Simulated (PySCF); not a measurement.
**Pb(SH)4: structure and properties**

What shape and bonds does Pb(SH)4 have? It is relaxed from a template within its point group. The species was built from a template and needn't be a known compound.

Program: PySCF 2.14.0. Level of theory: PBE0, Pb def2-SVP with ECP60, S def2-SVP, H def2-SVP; scalar-relativistic core potentials, no spin–orbit coupling. These are calculated values, not measurements.

1 further run of the same task is left out (for a known fault of the program).

**1. The starting structure**

9 atoms, charge 0, spin multiplicity 1.

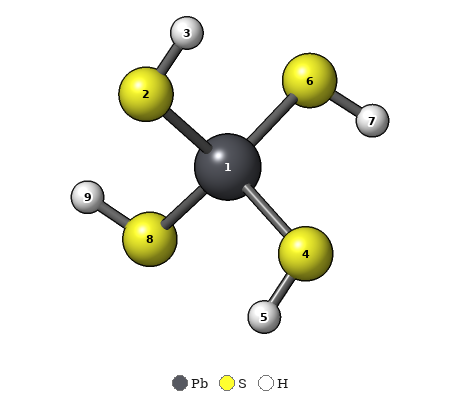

The starting geometry (lead dark grey, sulfur yellow, hydrogen white); atoms are numbered from 1 in the order of the file.

Geometry (Å):

```tsv
atom	x (Å)	y (Å)	z (Å)
Pb1	0.0000	0.0000	0.0000
S2	1.4151	1.4151	1.4151
H3	2.5248	0.6864	1.6056
S4	-1.4151	-1.4151	1.4151
H5	-2.5248	-0.6864	1.6056
S6	1.4151	-1.4151	-1.4151
H7	0.6864	-2.5248	-1.6056
S8	-1.4151	1.4151	-1.4151
H9	-0.6864	2.5248	-1.6056
```

Formal oxidation states: Pb +4.

**2. SCF at the start, singlet**

File run.py (the lines that set the calculation):

```python
mol = gto.M(atom='''
Pb     0.00000     0.00000     0.00000
S      1.41510     1.41510     1.41510
H      2.52480     0.68640     1.60560
S     -1.41510    -1.41510     1.41510
H     -2.52480    -0.68640     1.60560
S      1.41510    -1.41510    -1.41510
H      0.68640    -2.52480    -1.60560
S     -1.41510     1.41510    -1.41510
H     -0.68640     2.52480    -1.60560''',
    basis={'Pb': 'def2-SVP', 'S': 'def2-SVP', 'H': 'def2-SVP'},
    ecp={'Pb': 'def2-SVP'},
    charge=0, spin=0)
mf = dft.RKS(mol, xc='PBE0')
mf.grids.atom_grid = (50, 194)
mf = mf.density_fit()  # fitting sets: Pb def2-universal-JKFIT, S def2-universal-JKFIT, H def2-universal-JKFIT
mf.conv_tol = 1e-08; mf.max_cycle = 55
mf.kernel(dm0)  # dm0: free metal ions and neutral atoms
```

Run with:

```bash
$ OMP_NUM_THREADS=2 python run.py
```

Log:

```text
init E= -1814.52156634971
  HOMO = -0.227939807703336  LUMO = -0.126331532769889  gap/eV = 2.76490
cycle= 1 E= -1786.49813361076  delta_E=   28  |g|= 1.59  |ddm|= 4.16
  HOMO = -0.316725570710802  LUMO = -0.069869747653108  gap/eV = 6.71729
cycle= 2 E= -1786.3196106071  delta_E= 0.179  |g|= 1.51  |ddm|= 4.16
  HOMO = -0.279906081204989  LUMO = -0.13455363752233  gap/eV = 3.95524
cycle= 3 E= -1787.0089976564  delta_E= -0.689  |g|= 0.312  |ddm|=  2.6
  HOMO = -0.264278661331882  LUMO = -0.0986493198149816  gap/eV = 4.50700
cycle= 4 E= -1787.03782378043  delta_E= -0.0288  |g|= 0.0593  |ddm|= 0.594
  HOMO = -0.274274269379163  LUMO = -0.109453247810187  gap/eV = 4.48501
cycle= 5 E= -1787.03884749294  delta_E= -0.00102  |g|= 0.013  |ddm|= 0.11
  HOMO = -0.272706236837737  LUMO = -0.107695924823872  gap/eV = 4.49016
cycle= 6 E= -1787.03890173915  delta_E= -5.42e-05  |g|= 0.00233  |ddm|= 0.0197
  HOMO = -0.272620070731571  LUMO = -0.107549956451983  gap/eV = 4.49179
cycle= 7 E= -1787.03890347243  delta_E= -1.73e-06  |g|= 0.000301  |ddm|= 0.00255
  HOMO = -0.272620233596518  LUMO = -0.1075546271137  gap/eV = 4.49166
cycle= 8 E= -1787.03890350235  delta_E= -2.99e-08  |g|= 6.06e-05  |ddm|= 0.000391
  HOMO = -0.272621677179739  LUMO = -0.107557608300624  gap/eV = 4.49162
cycle= 9 E= -1787.03890350353  delta_E= -1.18e-09  |g|= 8.65e-06  |ddm|= 0.000105
  HOMO = -0.272622424804531  LUMO = -0.107558906699893  gap/eV = 4.49161
Extra cycle  E= -1787.03890350355  delta_E= -1.96e-11  |g|= 8.69e-06  |ddm|= 2.34e-05
converged SCF energy = -1787.03890350355
```

It took 14 s on 2 threads of Arm Neoverse V1, shared host; peak memory 0.61 GiB.

It gives: E = -1787.038904 Eh, HOMO -7.42 eV, LUMO -2.93 eV, Mulliken charge on Pb1 +0.60 e. 

**3. Relaxation, singlet**

Steps are kept in the start's point group, S4.

Changes to run.py (the lines that set the calculation) since step 2:

```diff
@@ -17,2 +17,3 @@
 mf.conv_tol = 1e-08; mf.max_cycle = 55
-mf.kernel(dm0)  # dm0: free metal ions and neutral atoms
+mf.kernel(dm0)  # dm0: an SCF of this state at this start
+# quasi-Newton relaxation in Cartesian coordinates to a largest gradient under 0.00045 Eh/bohr, steps kept in the point group
```

Run with:

```bash
$ OMP_NUM_THREADS=2 python run.py
```

No log is kept here; the results follow.

It took 97 s on 2 threads of Arm Neoverse V1, shared host.

Along the way:

```tsv
step	energy from step 1 (eV)	largest force component (eV/Å)
1	0.0000	1.0353
2	-0.2284	0.3676
3	-0.3191	0.3143
4	-0.3369	0.1543
5	-0.3464	0.0482
6	-0.3470	0.0239
7	-0.3471	0.0134
8	-0.3471	0.0055
```

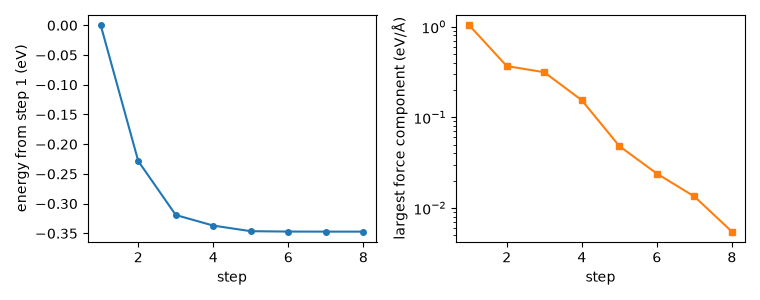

Energy and largest force along the relaxation.

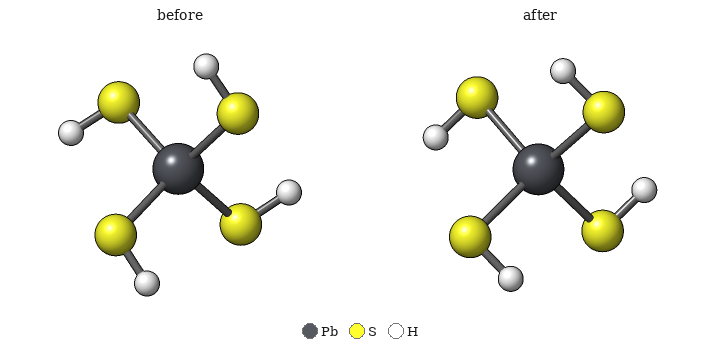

The geometry before (left) and after (right).

Close pairs (by a distance rule), those that changed most:

```tsv
bond	before (Å)	after (Å)	change (Å)
Pb1–S2	2.451	2.510	+0.059
Pb1–S4	2.451	2.510	+0.059
Pb1–S6	2.451	2.510	+0.059
Pb1–S8	2.451	2.510	+0.059
S2–H3	1.341	1.353	+0.011
S4–H5	1.341	1.353	+0.011
S6–H7	1.341	1.353	+0.011
S8–H9	1.341	1.353	+0.011
```

It ends in S4 at E = -1787.051659 Eh.

```xyz
9
H4PbS4
Pb    0.00000    0.00000    0.00000
S     1.45441    1.54734    1.33791
H     2.41636    0.60585    1.47112
S    -1.45441   -1.54734    1.33791
H    -2.41636   -0.60585    1.47112
S     1.54734   -1.45441   -1.33791
H     0.60585   -2.41636   -1.47112
S    -1.54734    1.45441   -1.33791
H    -0.60585    2.41636   -1.47112
```

**4. Frequencies and infrared intensities**

File run.py (the lines that set the calculation):

```python
mol = gto.M(atom='''
Pb     0.00000     0.00000     0.00000
S      1.45441     1.54734     1.33791
H      2.41636     0.60585     1.47112
S     -1.45441    -1.54734     1.33791
H     -2.41636    -0.60585     1.47112
S      1.54734    -1.45441    -1.33791
H      0.60585    -2.41636    -1.47112
S     -1.54734     1.45441    -1.33791
H     -0.60585     2.41636    -1.47112''',
    basis={'Pb': 'def2-SVP', 'S': 'def2-SVP', 'H': 'def2-SVP'},
    ecp={'Pb': 'def2-SVP'},
    charge=0, spin=0)
mf = dft.RKS(mol, xc='PBE0')
mf.grids.atom_grid = (50, 194)
mf = mf.density_fit()  # fitting sets: Pb def2-universal-JKFIT, S def2-universal-JKFIT, H def2-universal-JKFIT
mf.conv_tol = 1e-10; mf.max_cycle = 55
mf.kernel(dm0)  # dm0: the density of the relaxed state
# Hessian and dipole derivatives by central differences of gradients, 0.02 bohr
```

Run with:

```bash
$ OMP_NUM_THREADS=2 python run.py
```

No log is kept here; the results follow.

Wall time 4 min (2 threads of Arm Neoverse V1, shared host).

Point group S4; negative numbers are unstable modes, and those under 60 cm⁻¹ are near the numerical noise:

```tsv
cm⁻¹	km/mol
-55	0.0
61	7.9
79	3.8
79	3.9
84	0.0
93	2.4
128	13.7
130	13.6
147	51.7
293	0.0
320	28.4
321	31.5
321	31.5
644	0.0
678	12.0
678	12.0
686	2.5
2710	4.2
2710	4.2
2711	3.8
2711	0.3
```

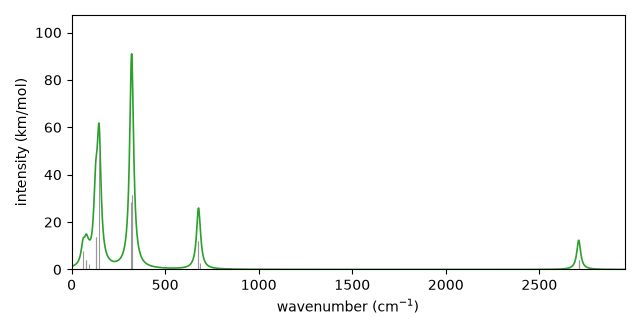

The infrared spectrum from the harmonic lines. Lines are broadened to a width of 25 cm⁻¹ (Lorentzian).

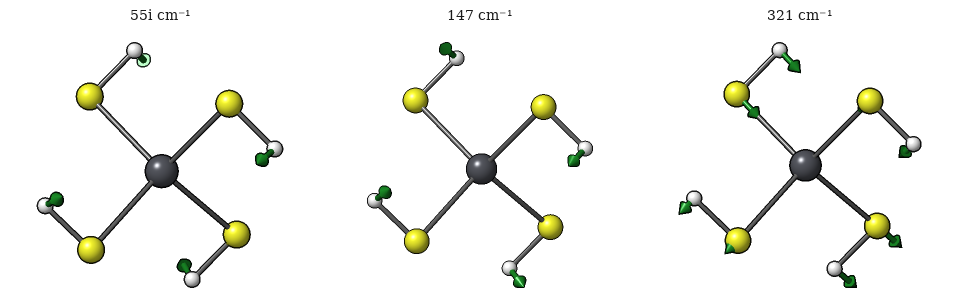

How the atoms move in 3 of the modes.

**5. Displaced along the imaginary mode**

Steps are kept in the start's point group, S4.

File run.py (the lines that set the calculation):

```python
mol = gto.M(atom='''
Pb     0.00000     0.00000     0.00005
S      1.45889     1.54934     1.33182
H      2.52131     0.68115     1.25707
S     -1.45889    -1.54934     1.33182
H     -2.52131    -0.68115     1.25707
S      1.54950    -1.45863    -1.33185
H      0.67963    -2.51874    -1.26184
S     -1.54950     1.45863    -1.33185
H     -0.67963     2.51874    -1.26184''',
    basis={'Pb': 'def2-SVP', 'S': 'def2-SVP', 'H': 'def2-SVP'},
    ecp={'Pb': 'def2-SVP'},
    charge=0, spin=0)
mf = dft.RKS(mol, xc='PBE0')
mf.grids.atom_grid = (50, 194)
mf = mf.density_fit()  # fitting sets: Pb def2-universal-JKFIT, S def2-universal-JKFIT, H def2-universal-JKFIT
mf.conv_tol = 1e-08; mf.max_cycle = 55
mf.kernel(dm0)  # dm0: an SCF of this state at this start
# quasi-Newton relaxation in Cartesian coordinates to a largest gradient under 0.00045 Eh/bohr, steps kept in the point group
```

Run with:

```bash
$ OMP_NUM_THREADS=2 python run.py
```

The driver keeps no SCF log for this step, only its results.

Run time: 27 s. Hardware: 2 threads of Arm Neoverse V1, shared host.

The steps of the relaxation:

```tsv
step	energy from step 1 (eV)	largest force component (eV/Å)
1	0.0000	0.4221
2	-0.0225	0.0469
3	-0.0229	0.0032
```

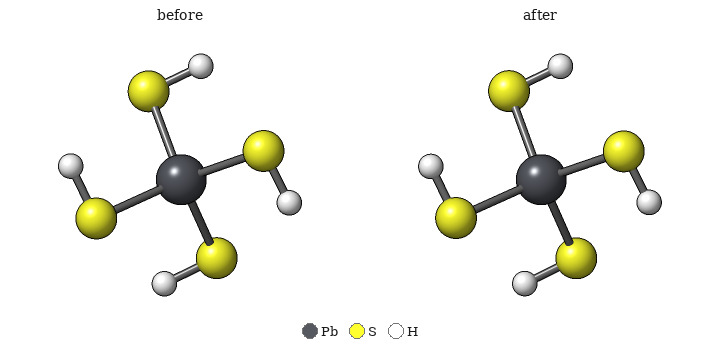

Before and after, at one scale.

Close pairs (by a distance rule), those that changed most:

```tsv
bond	before (Å)	after (Å)	change (Å)
S2–H3	1.374	1.352	-0.022
S4–H5	1.374	1.352	-0.022
S6–H7	1.373	1.353	-0.021
S8–H9	1.373	1.353	-0.021
Pb1–S2	2.510	2.511	+0.001
Pb1–S4	2.510	2.511	+0.001
Pb1–S6	2.510	2.511	+0.001
Pb1–S8	2.510	2.511	+0.001
```

It ends in S4 at E = -1787.051730 Eh.

```xyz
9
H4PbS4
Pb    0.0000    0.0000   -0.0002
S     1.4679    1.5424    1.3317
H     2.5140    0.6887    1.2538
S    -1.4679   -1.5424    1.3317
H    -2.5140   -0.6887    1.2538
S     1.5427   -1.4674   -1.3323
H     0.6873   -2.5124   -1.2578
S    -1.5427    1.4674   -1.3323
H    -0.6873    2.5124   -1.2578
```

**6. The relaxed geometry turned into its symmetry frame**

File run.py (the lines that set the calculation):

```python
mol = gto.M(atom='''
Pb     0.00000     0.00000     0.00006
S      1.46787     1.54237     1.33200
H      2.51400     0.68868     1.25402
S     -1.46787    -1.54237     1.33200
H     -2.51400    -0.68868     1.25402
S      1.54266    -1.46737    -1.33207
H      0.68730    -2.51240    -1.25756
S     -1.54266     1.46737    -1.33207
H     -0.68730     2.51240    -1.25756''',
    basis={'Pb': 'def2-SVP', 'S': 'def2-SVP', 'H': 'def2-SVP'},
    ecp={'Pb': 'def2-SVP'},
    charge=0, spin=0)
mf = dft.RKS(mol, xc='PBE0')
mf.grids.atom_grid = (50, 194)
mf = mf.density_fit()  # fitting sets: Pb def2-universal-JKFIT, S def2-universal-JKFIT, H def2-universal-JKFIT
mf.conv_tol = 1e-08; mf.max_cycle = 55
mf.kernel(dm0)  # dm0: free metal ions and neutral atoms
```

Run with:

```bash
$ OMP_NUM_THREADS=2 python run.py
```

Log:

```text
init E= -1814.4230171976
  HOMO = -0.228112892824864  LUMO = -0.135349125124087  gap/eV = 2.52423
cycle= 1 E= -1786.44691426043  delta_E=   28  |g|= 1.65  |ddm|= 4.15
  HOMO = -0.319878601724824  LUMO = -0.0860553107293072  gap/eV = 6.36266
cycle= 2 E= -1786.16620988204  delta_E= 0.281  |g|= 1.66  |ddm|=  4.4
  HOMO = -0.28354822792162  LUMO = -0.148685769326207  gap/eV = 3.66979
cycle= 3 E= -1787.02110636522  delta_E= -0.855  |g|= 0.314  |ddm|= 2.77
  HOMO = -0.268742318539926  LUMO = -0.114778129202286  gap/eV = 4.18958
cycle= 4 E= -1787.05056049757  delta_E= -0.0295  |g|= 0.062  |ddm|= 0.597
  HOMO = -0.278804199496105  LUMO = -0.125879431421609  gap/eV = 4.16129
cycle= 5 E= -1787.05167697691  delta_E= -0.00112  |g|= 0.0126  |ddm|= 0.116
  HOMO = -0.277164197571311  LUMO = -0.123957612638961  gap/eV = 4.16896
cycle= 6 E= -1787.0517284222  delta_E= -5.14e-05  |g|= 0.00249  |ddm|= 0.02
  HOMO = -0.277102396325306  LUMO = -0.123858173477153  gap/eV = 4.16999
cycle= 7 E= -1787.05173045615  delta_E= -2.03e-06  |g|= 0.000327  |ddm|= 0.00264
  HOMO = -0.277102885112999  LUMO = -0.123861778599441  gap/eV = 4.16990
cycle= 8 E= -1787.05173049264  delta_E= -3.65e-08  |g|= 6.62e-05  |ddm|= 0.000428
  HOMO = -0.277104980330311  LUMO = -0.123865729008301  gap/eV = 4.16985
cycle= 9 E= -1787.05173049398  delta_E= -1.34e-09  |g|= 1.5e-05  |ddm|= 0.000125
  HOMO = -0.27710523269164  LUMO = -0.123866931119245  gap/eV = 4.16983
Extra cycle  E= -1787.05173049391  delta_E= 6.55e-11  |g|= 2e-05  |ddm|= 5.79e-05
converged SCF energy = -1787.05173049391
```

It took 4.2 s on 2 threads of Arm Neoverse V1, shared host.

It gives: E = -1787.051730 Eh, HOMO -7.54 eV, LUMO -3.37 eV, Mulliken charge on Pb1 +0.57 e. 

**7. Frequencies and infrared intensities**

Changes to run.py (the lines that set the calculation) since step 6:

```diff
@@ -16,3 +16,4 @@
 mf = mf.density_fit()  # fitting sets: Pb def2-universal-JKFIT, S def2-universal-JKFIT, H def2-universal-JKFIT
-mf.conv_tol = 1e-08; mf.max_cycle = 55
-mf.kernel(dm0)  # dm0: free metal ions and neutral atoms
+mf.conv_tol = 1e-10; mf.max_cycle = 55
+mf.kernel(dm0)  # dm0: the density of the relaxed state
+# Hessian and dipole derivatives by central differences of gradients, 0.02 bohr
```

Run with:

```bash
$ OMP_NUM_THREADS=2 python run.py
```

No log is kept here; the results follow.

Wall time 5.2 min (2 threads of Arm Neoverse V1, shared host).

Point group S4; negative numbers are unstable modes, and those under 60 cm⁻¹ are near the numerical noise:

```tsv
cm⁻¹	km/mol
27	0.0
70	4.4
77	0.0
85	7.2
85	7.2
95	3.7
154	9.3
155	9.2
160	48.4
293	0.0
318	28.5
321	32.2
321	32.2
653	0.0
685	12.1
685	12.0
692	3.9
2712	4.7
2712	4.7
2712	3.4
2712	0.0
```

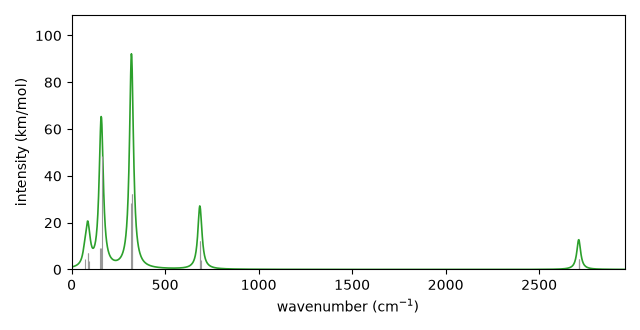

The infrared spectrum from the harmonic lines. Lines are broadened to a width of 25 cm⁻¹ (Lorentzian).

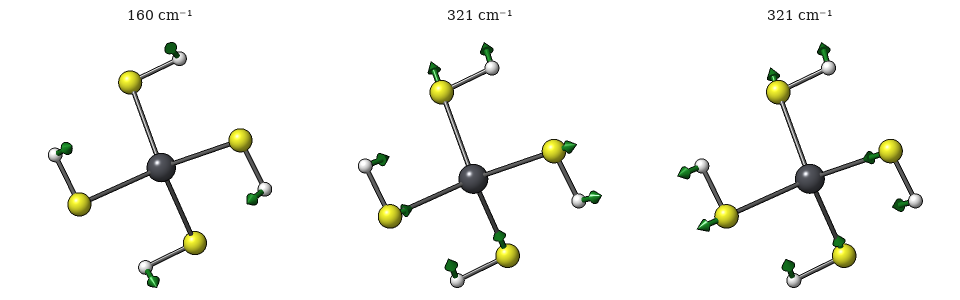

How the atoms move in 3 of the modes.

**8. Charges, bond orders and levels**

File run.py (the lines that set the calculation):

```python
mol = gto.M(atom='''
Pb     0.00000     0.00000    -0.00021
S      1.46787     1.54237     1.33173
H      2.51400     0.68868     1.25376
S     -1.46787    -1.54237     1.33173
H     -2.51400    -0.68868     1.25376
S      1.54266    -1.46737    -1.33234
H      0.68730    -2.51240    -1.25782
S     -1.54266     1.46737    -1.33234
H     -0.68730     2.51240    -1.25782''',
    basis={'Pb': 'def2-SVP', 'S': 'def2-SVP', 'H': 'def2-SVP'},
    ecp={'Pb': 'def2-SVP'},
    charge=0, spin=0)
mf = dft.RKS(mol, xc='PBE0')
mf.grids.atom_grid = (75, 302)
mf = mf.density_fit()  # fitting sets: Pb def2-universal-JKFIT, S def2-universal-JKFIT, H def2-universal-JKFIT
mf.conv_tol = 1e-09; mf.max_cycle = 55
mf.kernel(dm0)  # dm0: the density of the relaxed state
```

Run with:

```bash
$ OMP_NUM_THREADS=2 python run.py
```

Log:

```text
init E= -1787.05155065067
  HOMO = -0.277108006734887  LUMO = -0.123860488350708  gap/eV = 4.17008
cycle= 1 E= -1787.05155070036  delta_E= -4.97e-08  |g|= 7.26e-05  |ddm|= 0.0008
  HOMO = -0.277113017339769  LUMO = -0.123867705820928  gap/eV = 4.17002
cycle= 2 E= -1787.05155070158  delta_E= -1.23e-09  |g|= 4.4e-05  |ddm|= 0.000165
  HOMO = -0.277110674421151  LUMO = -0.123863980939902  gap/eV = 4.17005
cycle= 3 E= -1787.0515507022  delta_E= -6.15e-10  |g|= 1.14e-05  |ddm|= 7.3e-05
  HOMO = -0.277110901215116  LUMO = -0.123865392396816  gap/eV = 4.17002
Extra cycle  E= -1787.05155070216  delta_E= 3.82e-11  |g|= 1.62e-05  |ddm|= 4.32e-05
converged SCF energy = -1787.05155070216
```

Wall time 53 s (2 threads of Arm Neoverse V1, shared host).

It gives: E = -1787.051551 Eh, HOMO -7.54 eV, LUMO -3.37 eV, Mulliken charge on Pb1 +0.57 e, largest force component 0.005 eV/Å. 

Löwdin charges:

```tsv
atom	value (e)
Pb1	0.01
S2	-0.01
H3	0.00
S4	-0.01
H5	0.00
S6	-0.01
H7	0.00
S8	-0.01
H9	0.00
```

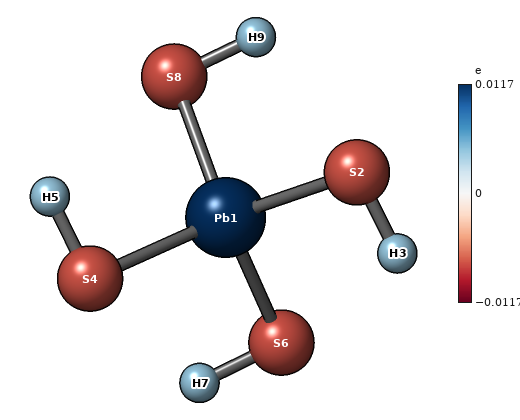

Löwdin charges, as colours on the atoms.

Mulliken charges: Pb1 +0.57, S2 -0.26, H3 +0.11, S4 -0.26, H5 +0.11, S6 -0.26, H7 +0.11, S8 -0.26, H9 +0.11 e.

Contacts (the nearest donor of each ligand) and Mayer bond orders:

```tsv
contact	distance (Å)	bond order
Pb1–S2 (SH)	2.511	0.94
Pb1–S4 (SH)	2.511	0.94
Pb1–S6 (SH)	2.511	0.94
Pb1–S8 (SH)	2.511	0.94
```

Mulliken populations of Pb1 outside the core potential: s 3.42, p 7.77, d 10.24.

The fields below are evaluated on a grid from the run's orbitals.

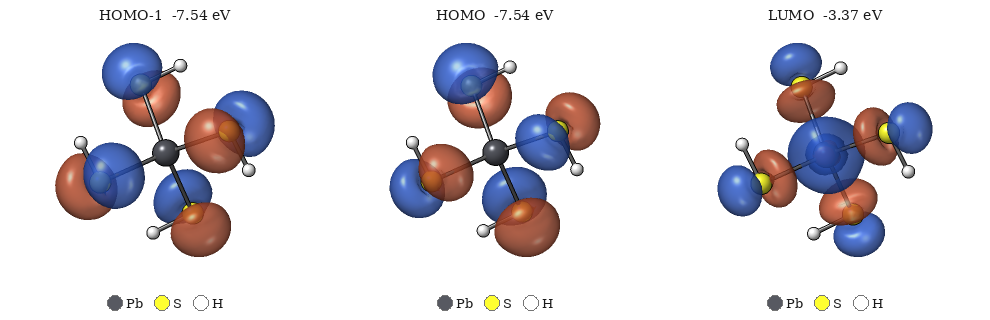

PBE0 orbitals near the gap, drawn at the value that encloses 70 % of each; the two colours are the two signs.

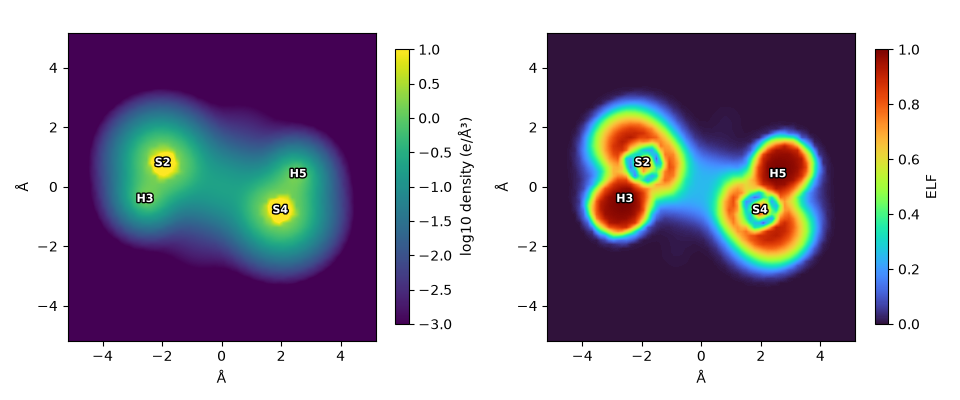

Density (left) and ELF (right) in a plane through or near 4 of the atoms.

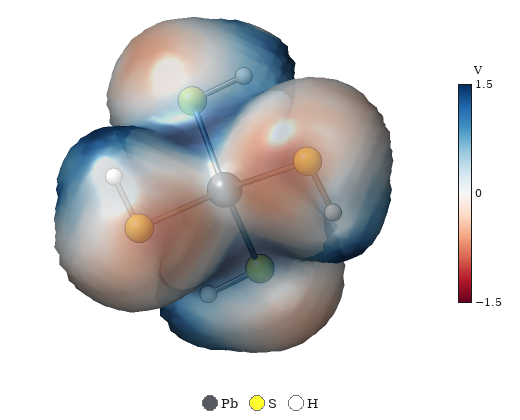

The potential that a unit positive charge feels on the 0.002 e/bohr³ surface, from -0.71 V near S8 to 1.50 V near H5.

**9. Results**

| quantity | value |
| --- | --- |
| state and point group | singlet, S4 |
| first geometry: modes | -55 to 2711 cm⁻¹, 1 unstable |
| first geometry: strongest infrared band (modes within 1.5 cm⁻¹ summed) | 321 cm⁻¹ (63 km/mol) |
| modes | 27 to 2712 cm⁻¹, none unstable |
| strongest infrared band (modes within 1.5 cm⁻¹ summed) | 321 cm⁻¹ (64 km/mol) |
| zero-point energy | 0.975 eV |
| ideal gas, 298 K, 1 bar | S = 469.5, Cp = 148.5 J/(mol K) |
| metal–ligand contacts | 2.51 Å |
| frontier levels | HOMO -7.54 eV, LUMO -3.37 eV |
| dipole | 0.00 D |
| mean polarisability | 17.0 Å³ |

At the first geometry 1 mode is unstable, within the noise, so a saddle point isn't shown; the molecule was then pushed along the lowest one and relaxed again. All modes are real within the noise of the softest ones, so the structure is a minimum. The metal carries +0.01 e by Löwdin's partition against a formal +4, and bond orders to the nearest donors reach 0.94. Both measures hang on the basis. Leaving the first, S4 structure gained 0.00 eV and gave S4. One start shape was tried, so another isomer may lie lower. The bases are small and lack diffuse functions. Spin–orbit coupling is left out.
